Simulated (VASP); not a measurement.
Band structure of GeSe (relaxed from the GeS structure, space group Pnma). Calculation: PBE GGA, VASP's PBE PAW potentials (set 64) (plane waves; VASP).

Without a dispersion term in the relaxation, distances and binding between the weakly bound layers, chains or molecules are unreliable, and so is what depends on them.

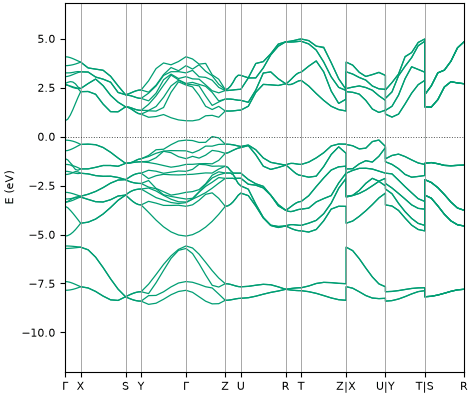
Bands along high-symmetry lines, zero at the valence-band maximum or, without a gap, the Fermi level

Question: Read the plot: is there a gap, and where are the band edges?

Answer: The gap is indirect, 0.80 eV, from the valence maximum at Γ-Z at 0.67 to the conduction minimum at Γ-Z at 0.17. (Edges off the drawn lines would not show.)

The structure was generated: GeSe was put into the GeS type (Pnma), which need not be its known phase. It was relaxed first.
